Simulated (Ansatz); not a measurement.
Input

```
crystal:
  periodic: [false, false, false]
  atoms:
    - {symbol: F, position_ang: [-1.028700, -2.202186, 0.447916]}
    - {symbol: C, position_ang: [-0.766351, -1.141158, 1.276263]}
    - {symbol: O, position_ang: [0.223426, -0.339066, 0.733540]}
    - {symbol: C, position_ang: [-0.154629, 0.382314, -0.369686]}
    - {symbol: F, position_ang: [-0.956148, 1.438897, -0.004376]}
    - {symbol: C, position_ang: [1.086605, 0.953715, -1.039562]}
    - {symbol: F, position_ang: [1.793872, -0.056160, -1.588998]}
    - {symbol: F, position_ang: [1.864720, 1.581878, -0.141050]}
    - {symbol: H, position_ang: [-0.374563, -1.522721, 2.218534]}
    - {symbol: H, position_ang: [-1.702097, -0.591273, 1.413687]}
    - {symbol: H, position_ang: [-0.718121, -0.223865, -1.087605]}
    - {symbol: H, position_ang: [0.808886, 1.664427, -1.824664]}
basis:
  gaussian: {orbitals: def2-TZVPP}
hamiltonian: {xc: pbe0, dispersion: d4}
output: {orbitals: {seedname: orbitals}}
```

Launched as:

```sh
ansatz run in.yaml --threads 4 --pin off --events-out ev --progress --plain --max-ram 11315MiB
```

Geometry: PBE0-D4/def2-TZVP.

Method: RKS PBE0-D4/def2-TZVPP in Ansatz.

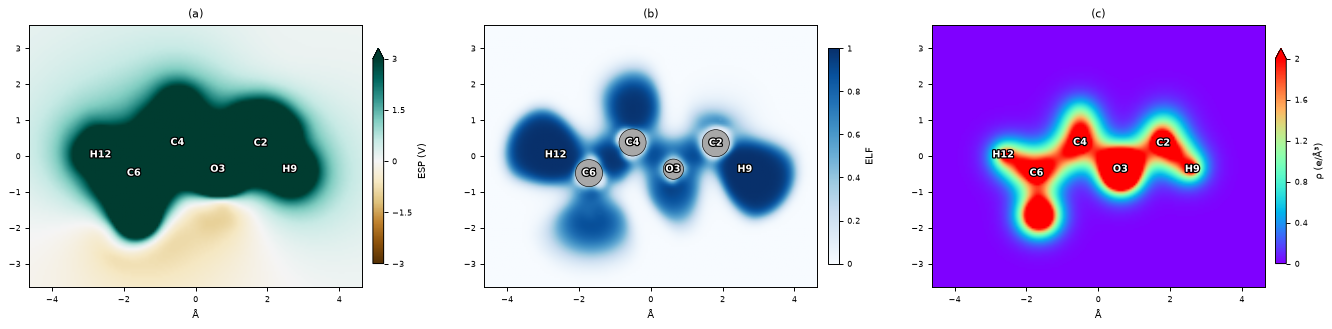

C₃H₄F₄O (SMILES FCOC(F)C(F)F). (a) molecular electrostatic potential; (b) electron localisation function; (c) electron density on the plane of atoms O3, C2 and H9. Grey discs cover the atomic cores in the ELF map.

What does the map show?

Answer. Atoms in the plane: C, O and H. C–O (1.37 Å): ρ is about 2.3 e/Å³ halfway, with its minimum of 2 e/Å³ about 0.5 Å from C; the ELF peaks at about 0.90 between the atoms, as expected for a shared but strongly polarised pair. C–C (1.52 Å): ρ at the midpoint is about 1.9 e/Å³; the ELF peaks at about 1 between the atoms; a covalent bond. C–H (1.09 Å): ρ at the midpoint is about 2.2 e/Å³; the ELF climbs to about 1 towards the hydrogen, as it does in any bond to H; a covalent bond by its length. The ELF also peaks beside F8 and O3, away from the bonds: lone-pair regions. Outside the dense part of the molecule the potential is most negative (−1.0 V) near O3.
